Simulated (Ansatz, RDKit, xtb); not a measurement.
# C5H7AlFN: ranking a sample of isomers, part 2 of 2

Which of a sample of isomers of C5H7AlFN is the most stable in the gas at 298.15 K, and what are its properties? The sample is small against all isomers, and the most stable one of this formula need not be in it.

xtb, Ansatz and PySCF; isolated molecules.

## (7) Vibrations and thermal terms

The lowest few in one piece go on as finalists. In this search the thermal terms come from GFN2-xTB at its own nearest minimum. The first, c544a:

start.xyz reads:

```xyz
15
c544a
C      0.855499    -0.195575    -1.043887
C      2.032430     0.462559    -1.392422
C      2.271788     1.699284    -0.798420
C      1.338279     2.219757     0.106568
C      0.195223     1.481952     0.385667
Al    -1.774231    -0.774228     0.272999
F      0.578672    -1.368482    -1.575678
N     -0.043107     0.281573    -0.187133
H      2.717218    -0.000362    -2.105150
H      3.182370     2.254210    -1.040416
H      1.492602     3.185637     0.591207
H     -0.577590     1.823247     1.080795
H     -2.363649     0.314712     1.300994
H     -2.478977    -0.876850    -1.163419
H     -1.170857    -2.119240     0.903566
```

On the command line:

```console
$ xtb start.xyz --gfn 2 --ohess tight
```

Standard output, cut to the lines that bear on the results:

```text
* xtb version 6.7.1
[...]
          :  # basis functions                  45          :
[...]
          :  # electrons                        42          :
[...]
          :  Hamiltonian                  GFN2-xTB          :
[...]
          :  net charge                          0          :
          :  unpaired electrons                  0          :
[...]
   *** convergence criteria satisfied after 14 iterations ***
[...]
   *** GEOMETRY OPTIMIZATION CONVERGED AFTER 11 ITERATIONS ***
[...]
   *** convergence criteria satisfied after 3 iterations ***
[...]
         ::                     SUMMARY                     ::
         :::::::::::::::::::::::::::::::::::::::::::::::::::::
         :: total energy             -23.021261958409 Eh    ::
         :: gradient norm              0.000088310889 Eh/a0 ::
         :: HOMO-LUMO gap              1.467310917844 eV    ::
         ::.................................................::
         :: SCC energy               -23.322865346762 Eh    ::
         :: -> isotropic ES            0.054140769747 Eh    ::
         :: -> anisotropic ES          0.008198777866 Eh    ::
         :: -> anisotropic XC          0.001427577523 Eh    ::
         :: -> dispersion             -0.012842524210 Eh    ::
         :: repulsion energy           0.301603388354 Eh    ::
         :: add. restraining           0.000000000000 Eh    ::
         :: total charge               0.000000000001 e     ::
         :::::::::::::::::::::::::::::::::::::::::::::::::::::
[...]
        21        2.0000           -0.3693877             -10.0516 (HOMO)
        22                         -0.3154650              -8.5842 (LUMO)
[...]
molecular dipole:
                 x           y           z       tot (Debye)
 q only:        2.239       1.814      -0.324
   full:        2.394       1.888      -0.377       7.807
molecular quadrupole (traceless):
[...]
          | TOTAL ENERGY              -23.021261958409 Eh   |
          | TOTAL ENTHALPY            -22.913631557224 Eh   |
          | TOTAL FREE ENERGY         -22.956553195167 Eh   |
          | GRADIENT NORM               0.000088299776 Eh/α |
[...]
```

Wall time 1.4 s (4 threads of Arm Neoverse V1, shared host).

## (8) Thermal terms of the finalists

As xtb prints them, at 298.15 K, with its own treatment of low modes:

| label | SMILES | spin | lowest mode (cm⁻¹) | zero-point (kcal/mol) | G − E (kcal/mol) |
| --- | --- | --- | --- | --- | --- |
| c544a | Fc1cccc[n+]1[AlH3-] | singlet | 40 | 61.5 | 40.6 |
| c023a | Fc1cc[n+]([AlH3-])cc1 | singlet | 49 | 61.2 | 40.0 |
| c940a | Fc1ccc[n+]([AlH3-])c1 | singlet | 53 | 61.1 | 39.9 |

## (9) The final energy

Single points at CCSD(T)/def2-SVP + MP2/def2-TZVPP - MP2/def2-SVP on the refined geometries decide the order.

c544a, CCSD(T)/def2-SVP:

input.yaml reads:

```yaml
crystal:
  periodic: [false, false, false]
  atoms:
    - {symbol: C, position_ang: [0.855499, -0.195575, -1.043887]}
    - {symbol: C, position_ang: [2.032430, 0.462559, -1.392422]}
    - {symbol: C, position_ang: [2.271788, 1.699284, -0.798420]}
    - {symbol: C, position_ang: [1.338279, 2.219757, 0.106568]}
    - {symbol: C, position_ang: [0.195223, 1.481952, 0.385667]}
    - {symbol: Al, position_ang: [-1.774231, -0.774228, 0.272999]}
    - {symbol: F, position_ang: [0.578672, -1.368482, -1.575678]}
    - {symbol: "N", position_ang: [-0.043107, 0.281573, -0.187133]}
    - {symbol: H, position_ang: [2.717218, -0.000362, -2.105150]}
    - {symbol: H, position_ang: [3.182370, 2.254210, -1.040416]}
    - {symbol: H, position_ang: [1.492602, 3.185637, 0.591207]}
    - {symbol: H, position_ang: [-0.577590, 1.823247, 1.080795]}
    - {symbol: H, position_ang: [-2.363649, 0.314712, 1.300994]}
    - {symbol: H, position_ang: [-2.478977, -0.876850, -1.163419]}
    - {symbol: H, position_ang: [-1.170857, -2.119240, 0.903566]}
basis:
  gaussian:
    orbitals: def2-SVP
correlation:
  method: ccsd_t
  frozen_orbitals: {C: 1, F: 1, Al: 5, "N": 1, H: 0}
```

On the command line:

```console
$ ansatz run input.yaml --threads 4 --pin off --max-ram 7830MiB --events-out events.jsonl --progress --plain --runs-dir runs
```

Standard output, cut to the lines that bear on the results:

```text
Warning: RAYON_NUM_THREADS=4 ignored (pool sized by the plan → 4); use --threads N
Functional definition: HF
  name "HF"
[...]
1522 factors; integrals over basis functions are off by at most 1.4e-3 eV
[...]
mean field -16024.29646877 eV, -588.8820335692 hartree, gradient 1.8e-6 eV, S^2 0.000000; 0 other end points of the search recorded, 0 dependent functions left out; unrestricted orbitals would lower it
12 core orbitals not correlated: weight in the atoms' cores, before any rotation towards them, 1.000 or more for the frozen orbitals, at most 0.000 for the correlated occupied ones
reference -16024.29646877 eV, -588.8820335692 hartree; 21, 21 occupied and 118, 118 virtual orbitals, 1522 factors
second order -29.01214974 eV of doubles, -0.00000000 eV of singles
cycle   1  -29.35247533 eV  change   -3.4e-1 eV  update   1.4e-1
[...]
cycle  10  -30.43760932 eV  change   -9.5e-6 eV  update   2.1e-5
perturbative correction -1.17017656 eV, -0.0430031954 hartree
Total energy: -16055.90425465 eV, -590.0435982756 hartree
```

Wall time 42 s (4 threads of Arm Neoverse V1, shared host); peak memory 1.4 GiB.

## (10) c544a at MP2/def2-TZVPP

input.yaml, as its differences from that of step 9:

```diff
@@ -19,6 +19,3 @@
 basis:
-  gaussian:
-    orbitals: def2-SVP
-correlation:
-  method: ccsd_t
-  frozen_orbitals: {C: 1, F: 1, Al: 5, "N": 1, H: 0}
+  gaussian: {orbitals: def2-TZVPP}
+correlation: {method: mp2, frozen_orbitals: {C: 1, F: 1, Al: 5, "N": 1, H: 0}}
```

On the command line:

```console
$ ansatz run input.yaml --threads 4 --pin off --max-ram 7830MiB --events-out events.jsonl --progress --plain --runs-dir runs
```

Standard output:

```text
Warning: RAYON_NUM_THREADS=4 ignored (pool sized by the plan → 4); use --threads N
Functional definition: HF
  name "HF"
  exchange = exact_x
  correlation = 0
2168 factors; integrals over basis functions are off by at most 1.1e-3 eV
mean field evaluation 1: about -16032.6978 eV, gradient 3.9e1 eV
mean field evaluation 2: about -16033.1284 eV, gradient 3.9e1 eV
mean field evaluation 4: about -16037.2998 eV, gradient 5.4e0 eV
mean field evaluation 8: about -16037.3853 eV, gradient 2.8e-1 eV
mean field -16037.38571453 eV, -589.3630544784 hartree, gradient 8.4e-6 eV, S^2 0.000000; 0 other end points of the search recorded, 0 dependent functions left out; unrestricted orbitals would lower it
mean field evaluation 16: about -16037.3496 eV, gradient 2.9e0 eV
12 core orbitals not correlated: weight in the atoms' cores, before any rotation towards them, 1.000 or more for the frozen orbitals, at most 0.000 for the correlated occupied ones
reference -16037.38571453 eV, -589.3630544784 hartree; 21, 21 occupied and 324, 324 virtual orbitals, 2168 factors
second order -35.97137007 eV of doubles, -0.00000000 eV of singles
Total energy: -16073.35708459 eV, -590.6849779461 hartree
```

Run time: 14 s. Hardware: 4 threads of Arm Neoverse V1, shared host; peak memory 1.4 GiB.

## (11) c023a at CCSD(T)/def2-SVP

input.yaml reads:

```yaml
crystal:
  periodic: [false, false, false]
  atoms:
    - {symbol: C, position_ang: [1.437004, -1.198240, -1.084306]}
    - {symbol: C, position_ang: [2.082351, 0.037353, -1.086165]}
    - {symbol: C, position_ang: [1.378143, 1.129391, -0.592373]}
    - {symbol: C, position_ang: [-0.486849, -0.172225, -0.130760]}
    - {symbol: C, position_ang: [0.134236, -1.322214, -0.603922]}
    - {symbol: Al, position_ang: [-0.829690, 2.668245, 0.665082]}
    - {symbol: F, position_ang: [2.067901, -2.266865, -1.548124]}
    - {symbol: N, position_ang: [0.121689, 1.027898, -0.121601]}
    - {symbol: H, position_ang: [3.101026, 0.136136, -1.465800]}
    - {symbol: H, position_ang: [1.817347, 2.131690, -0.570302]}
    - {symbol: H, position_ang: [-0.396472, 2.566586, 2.209888]}
    - {symbol: H, position_ang: [-0.115572, 3.818889, -0.200775]}
    - {symbol: H, position_ang: [-2.349961, 2.271839, 0.325585]}
    - {symbol: H, position_ang: [-1.511515, -0.191753, 0.253551]}
    - {symbol: H, position_ang: [-0.373331, -2.288628, -0.605703]}
basis:
  gaussian:
    orbitals: def2-SVP
correlation:
  method: ccsd_t
  frozen_orbitals: {C: 1, F: 1, Al: 5, "N": 1, H: 0}
```

On the command line:

```console
$ ansatz run input.yaml --threads 4 --pin off --max-ram 7830MiB --events-out events.jsonl --progress --plain --runs-dir runs
```

Standard output, cut to the lines that bear on the results:

```text
Warning: RAYON_NUM_THREADS=4 ignored (pool sized by the plan → 4); use --threads N
Functional definition: HF
  name "HF"
[...]
1518 factors; integrals over basis functions are off by at most 1.5e-3 eV
[...]
mean field -16024.26322464 eV, -588.8808118698 hartree, gradient 8.8e-6 eV, S^2 0.000000; 0 other end points of the search recorded, 0 dependent functions left out; unrestricted orbitals would lower it
12 core orbitals not correlated: weight in the atoms' cores, before any rotation towards them, 1.000 or more for the frozen orbitals, at most 0.000 for the correlated occupied ones
reference -16024.26322464 eV, -588.8808118698 hartree; 21, 21 occupied and 118, 118 virtual orbitals, 1518 factors
second order -28.99178855 eV of doubles, -0.00000000 eV of singles
cycle   1  -29.34225546 eV  change   -3.5e-1 eV  update   1.4e-1
[...]
cycle  10  -30.42608552 eV  change   -9.4e-6 eV  update   2.3e-5
perturbative correction -1.16588927 eV, -0.0428456404 hartree
Total energy: -16055.85519943 eV, -590.0417955295 hartree
```

Wall time 42 s (4 threads of Arm Neoverse V1, shared host); peak memory 1.4 GiB.

For c544a, c023a, c940a the log finds that unrestricted Hartree-Fock orbitals lie lower, a sign to watch the closed-shell reference there.

## (12) The ranking

Energies in kcal/mol from c023a; G adds the thermal terms to the CCSD(T)/def2-SVP + MP2/def2-TZVPP - MP2/def2-SVP energy. The columns left of the relaxed level are at the tight-binding geometries.

| label | SMILES | spin | GFN2-xTB | HF/STO-3G | r2SCAN-D4/def2-SVP | r2SCAN-D4/def2-SVP, relaxed | HF/def2-SVP | MP2/def2-SVP | CCSD(T)/def2-SVP + MP2/def2-TZVPP - MP2/def2-SVP | G | share at equilibrium | T1 |
| --- | --- | --- | --- | --- | --- | --- | --- | --- | --- | --- | --- | --- |
| c023a | Fc1cc[n+]([AlH3-])cc1 | singlet | 0.0 | 0.0 | 0.0 | 0.0 | 0.0 | 0.0 | 0.0 | 0.0 | 56.2 % | 0.014 |
| c544a | Fc1cccc[n+]1[AlH3-] | singlet | -0.8 | 0.2 | 0.1 | -1.6 | -0.8 | -1.2 | -0.4 | 0.2 | 43.3 % | 0.014 |
| c940a | Fc1ccc[n+]([AlH3-])c1 | singlet | 1.7 | 3.2 | 3.3 | 3.0 | 4.4 | 2.4 | 2.9 | 2.8 | 0.5 % | 0.013 |

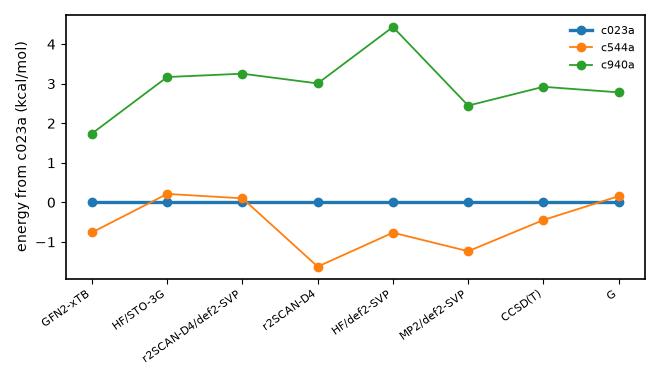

The finalists at each level, measured from c023a.

Lowest found: c023a, `Fc1cc[n+]([AlH3-])cc1`, a singlet. Bond lengths: C1–C2 1.394 Å, C2–C3 1.390 Å, C1–C5 1.394 Å, C4–C5 1.390 Å, C1–F7 1.325 Å, C3–N8 1.346 Å, C4–N8 1.346 Å, Al6–N8 2.053 Å, C2–H9 1.092 Å, C3–H10 1.095 Å, Al6–H11 1.608 Å, Al6–H12 1.607 Å, Al6–H13 1.607 Å, C4–H14 1.095 Å, C5–H15 1.092 Å. Some angles: C1–C2–C3 117.5°, C2–C1–C5 120.8°, C2–C1–F7 119.6°, C5–C1–F7 119.6°, C2–C3–N8 122.6°, C1–C5–C4 117.5°, C5–C4–N8 122.6°, C3–N8–C4 119.2°, C3–N8–Al6 120.4°, C4–N8–Al6 120.4°.

```xyz
15

C     1.4370   -1.1982   -1.0843
C     2.0824    0.0374   -1.0862
C     1.3781    1.1294   -0.5924
C    -0.4868   -0.1722   -0.1308
C     0.1342   -1.3222   -0.6039
Al   -0.8297    2.6682    0.6651
F     2.0679   -2.2669   -1.5481
N     0.1217    1.0279   -0.1216
H     3.1010    0.1361   -1.4658
H     1.8173    2.1317   -0.5703
H    -0.3965    2.5666    2.2099
H    -0.1156    3.8189   -0.2008
H    -2.3500    2.2718    0.3256
H    -1.5115   -0.1918    0.2536
H    -0.3733   -2.2886   -0.6057
```

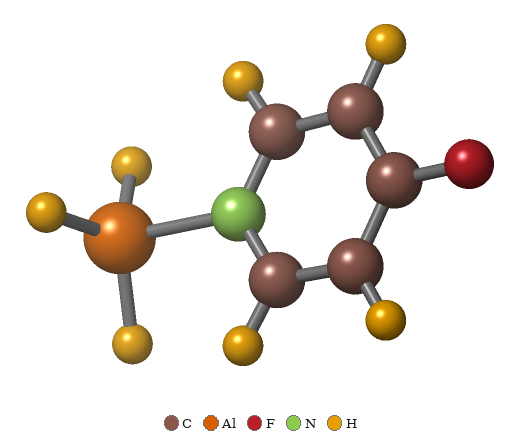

The lowest structure found, seen from a chosen angle (carbon brown, aluminium orange, fluorine red, nitrogen green, hydrogen amber).

## (13) What came out

The summary covers parts 1 to 2.

| quantity | value |
| --- | --- |
| lowest structure found | Fc1cc[n+]([AlH3-])cc1, singlet |
| next finalist | Fc1cccc[n+]1[AlH3-], singlet, 0.2 kcal/mol higher in G |
| share at equilibrium, among the finalists | 56.2 % |
| funnel | 4 starts, 4 minima at GFN2-xTB, 7 screening runs, 3 relaxed, 3 ranked |
| CPU time of all runs | 18 min |

What this shows: The lowest structure found is `Fc1cc[n+]([AlH3-])cc1`. Its margin of 0.2 kcal/mol is inside the likely error of CCSD(T)/def2-SVP + MP2/def2-TZVPP - MP2/def2-SVP with harmonic terms (about 1.5 kcal/mol), so the order of the first two is not settled. The thermal terms turn the order: in electronic energy alone `Fc1cccc[n+]1[AlH3-]` is lowest. They come from GFN2-xTB, so the order rests on a rough term. HF/STO-3G and r2SCAN-D4/def2-SVP already put its bonding pattern lowest among the structures in one piece; GFN2-xTB, r2SCAN-D4/def2-SVP, relaxed, HF/def2-SVP and MP2/def2-SVP favour the singlet Fc1cccc[n+]1[AlH3-]. The largest share of the time went into the final energies (57 %). The search is not exhaustive (a finite list of starts, one conformer a finalist), so a lower isomer can't be ruled out. Only 4 drawn patterns were tried, so whole families of isomers are missing, and the result ranks this sample alone.
